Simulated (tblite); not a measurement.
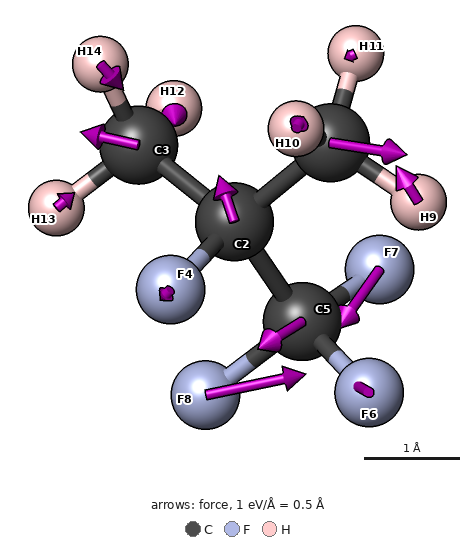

Starting geometry of C$_{4}$H$_{6}$F$_{4}$ with the computed forces as purple arrows. The picture is a ball-and-stick view, seen at a tilt.

Computed with GFN2-xTB geometry optimisation, gas phase (tblite). 

What follows when this structure is relaxed?

It isn't relaxed: the largest force vector, on an F atom, is 2.38 eV/Å. The final displacements have little in common with the starting forces (cosine between the two patterns 0.26). The atom that moves furthest after the best rigid fit is an H atom (0.65 Å). Largest moves by element: H 0.65 Å, F 0.34 Å, C 0.08 Å. Near-neighbour distances that change, for instance: C–F 1.403 → 1.336 Å, C–H 1.121 → 1.088 Å, C–C 1.495 → 1.522 Å, C–F 1.363 → 1.344 Å. Among the angles between lasting bonds that change: C–C–F 102.6° → 112.7°, C–C–F 105.1° → 112.7°, F–C–F 112.9° → 106.6°. Groups turn about C–C by about 35°. After 74 geometry steps the energy has fallen by 61.4 kJ/mol. The run took 0.62 s on 1 thread of Arm Neoverse N1 (shared host).
